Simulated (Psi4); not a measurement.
**CHFO (formyl fluoride) at M06-L/cc-pVDZ (sweep point 4)**

Aim: a single-point energy of CHFO (formyl fluoride). Input form: a Python script.

The calculation is run with Psi4 1.11.

2 further runs of the same task are left out: 2 set aside as unsound or not needed.

### Step 1. The molecule

CHFO has 4 atoms, charge 0, and is taken as a singlet. SMILES: `O=CF`. The coordinates come from a GFN2-xTB relaxation.

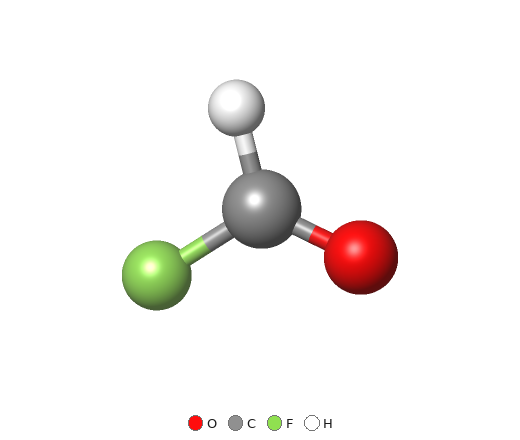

The structure, seen from a chosen angle (oxygen red, carbon grey, fluorine green, hydrogen white).

### Step 2. A single-point energy at M06-L/cc-pVDZ (sweep point 4)

File chfo.py:

```python
import psi4

psi4.set_memory(1600000000)
psi4.set_num_threads(1)
psi4.set_output_file('chfo.out', False)

geom = psi4.geometry("""
0 1
O     -1.68125154     0.37042411     1.56843489
C     -0.09399498     0.13859251     0.04333142
F      1.10429926    -2.06142664    -0.34270183
H      0.67094726     1.55242891    -1.26906448
units bohr
symmetry c1
""")

options = {'basis': 'cc-pVDZ', 'puream': True, 'scf_type': 'pk', 'dft_radial_points': 50, 'dft_spherical_points': 194}
psi4.set_options(options)

energy_value = psi4.energy('m06-l')
print(f'total energy {energy_value:.8f} hartree = {energy_value * 27.211386:.5f} eV')
```

Command:

```
$ python chfo.py
```

chfo.out:

```text
[...]
  Running in c1 symmetry.
[...]
  Nuclear repulsion =   67.642179686681800
[...]
  Multiplicity = 1
[...]
  Nalpha       = 12
  Nbeta        = 12
[...]
    Number of basis functions: 47
[...]
   @RKS iter   1:  -213.65285146275141   -2.36306e-01   1.12387e-02 DIIS/ADIIS
[...]
   @RKS iter   9:  -213.75916313872406   -1.03515e-09   1.14544e-07 DIIS
[...]
    Orbital Energies [Eh]
    ---------------------
    Doubly Occupied:
       1A    -24.544260     2A    -19.009926     3A    -10.226123
       4A     -1.237811     5A     -1.063340     6A     -0.622887
       7A     -0.523172     8A     -0.461467     9A     -0.458325
      10A     -0.366498    11A     -0.355617    12A     -0.288553
[...]
  @RKS Final Energy:  -213.75916313872406
   => Energetics <=
    Nuclear Repulsion Energy =             67.6421796866817999
    One-Electron Energy =                -428.4328432094700929
    Two-Electron Energy =                 171.8707753320975087
    DFT Exchange-Correlation Energy =     -24.8392749480332711
    Empirical Dispersion Energy =           0.0000000000000000
    VV10 Nonlocal Energy =                  0.0000000000000000
    Total Energy =                       -213.7591631387240625
[...]
 Multipole Moments:
 ------------------------------------------------------------------------------------
     Multipole            Electronic (a.u.)      Nuclear  (a.u.)        Total (a.u.)
 ------------------------------------------------------------------------------------
 L = 1.  Multiply by 2.5417464519 to convert [e a0] to [Debye]
 Dipole X            :          0.5998800           -0.2227700            0.3771100
 Dipole Y            :         -1.4247875            1.7997926            0.3750051
 Dipole Z            :         -0.0706692           -0.4542896           -0.5249587
 Magnitude           :                                                    0.7472767
[...]
```

Standard output:

```text
total energy -213.75916314 hartree = -5816.68310 eV
```

Run time: 2.8 s. Hardware: 1 thread of Intel Xeon Platinum 8488C (Sapphire Rapids), shared host; peak memory 0.35 GiB.

### Step 3. What came out

Level: M06-L/cc-pVDZ (sweep point 4).

| quantity | value |
| --- | --- |
| total energy | -213.75916 Eh |
| dipole moment | 1.90 D |
| HOMO energy | -7.85 eV |
| LUMO energy | -1.40 eV |
| HOMO–LUMO gap | 6.45 eV |
